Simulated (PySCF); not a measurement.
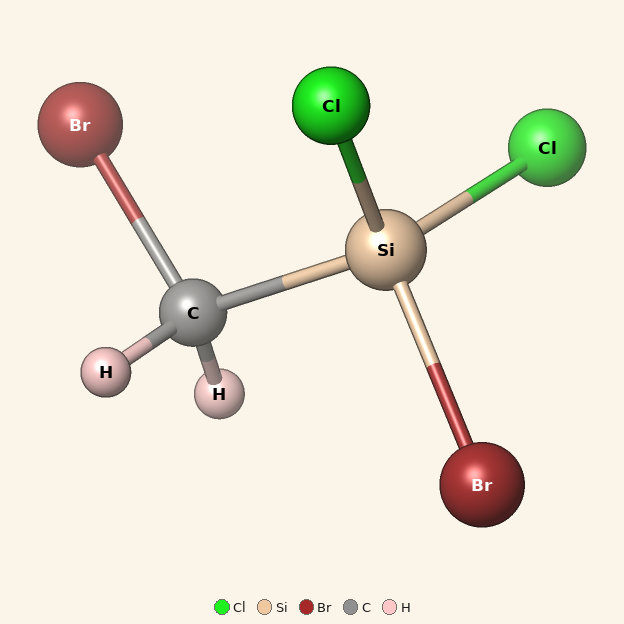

Depth is shown by fading: the farther an atom, the more it takes the colour of the background. Computed geometry: GFN2-xTB optimisation. No frequency run is at hand to confirm it as a minimum.

> Which symmetry elements does this geometry have?

It has 1 mirror plane, so the point group is Cs. The group has 2 operations. The geometry is achiral, and symmetry allows a dipole moment.
